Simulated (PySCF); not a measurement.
## Electronic structure of TiN (doublet) in real space

```yaml
atoms:
  - { symbol: Ti, position_ang: [0.0000, 0.0000, -0.3483] }
  - { symbol: N, position_ang: [0.0000, 0.0000, 1.1927] }
```

These are results of PBE0/def2-TZVPPD, non-relativistic Hamiltonian with scalar-relativistic core potentials where named, at a bond length of 1.541 Å (PySCF), not measurements.

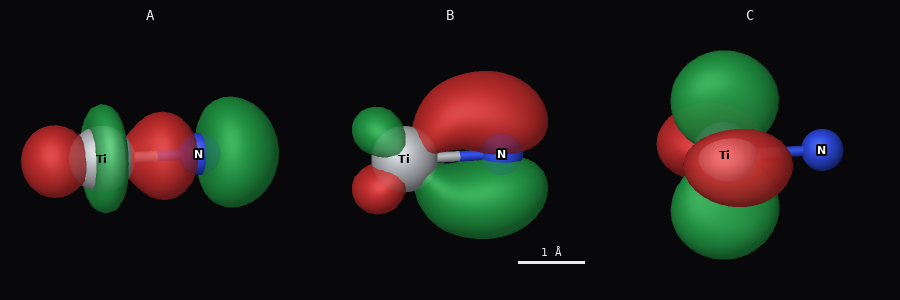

Figure 1. Three frontier β-spin orbitals, each drawn at the value that holds 80 % of its norm (green and red are the two phases), in no order; of a degenerate pair one member is drawn.

Name the orbitals and rank them from lowest to highest energy.

Orbital B: π, occupied in this spin, −7.99 eV; bonding, with no node between the atoms.
Orbital A: σ, occupied in this spin, −7.43 eV; shared between the atoms (Ti 40 %, N 60 %).
Orbital C: δ, empty in this spin, −2.08 eV; almost wholly on Ti.

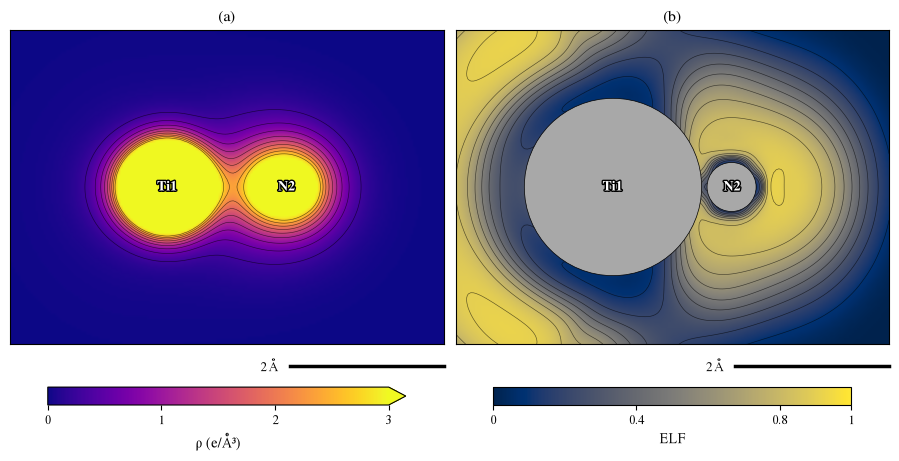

Figure 2. (a) total electron density; (b) electron localisation function on a plane that holds the molecular axis. Grey discs cover the atomic cores in the ELF map.

What do the fields say about this system?

The section cuts through Ti and N sites. Ti–N (1.54 Å): the density is about 2.5 e/Å³ at the midpoint; the ELF peaks at about 0.75 in the valence shell of N, 0.6 Å from its nucleus, and is about 0.55 at the midpoint.

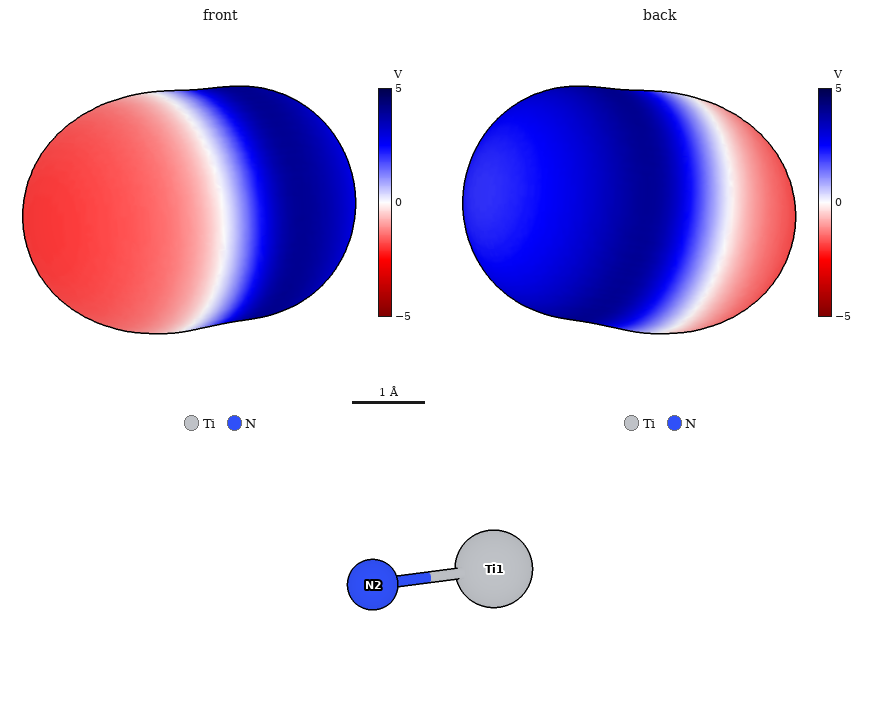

Figure 3. The molecular electrostatic potential painted on the density surface at 0.004 e/bohr³, seen from the front and from behind; red is negative and blue positive. The bare structure is drawn below in the same view.

Where is the surface potential most negative and most positive?

The most negative region (about −1.9 V) lies over N2, the most positive (about +4.0 V) over Ti1. N2 is the likeliest acceptor of a hydrogen bond.
